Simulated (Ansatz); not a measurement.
## MgTe: response to strain

Take MgTe in the wurtzite structure (space group P6_3mc, No. 186; a = 4.609 Å, c = 7.500 Å) as the base. Axes: x lies along a and z along c of the hexagonal cell.

Strains are applied to the cell and any free atomic positions relax.

All numbers come from PBE (Ansatz, a program for electronic structure; PAW; 420 eV plane waves; no SOC).

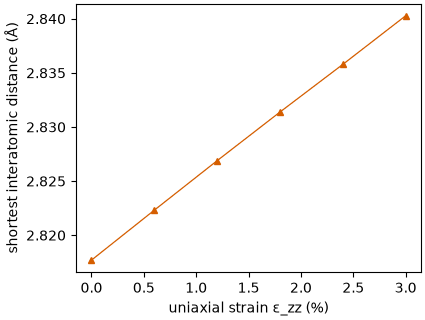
*Shortest interatomic distance against uniaxial strain ε_zz*

From the plot, what is the shortest interatomic distance for uniaxial strain ε_zz = +3.00 %?

About 2.840 Å.

Is the trend monotonic over the range shown?

Yes, it rises throughout, spanning 281.8 pm to 284.0 pm.

Stability against distortions was not tested.
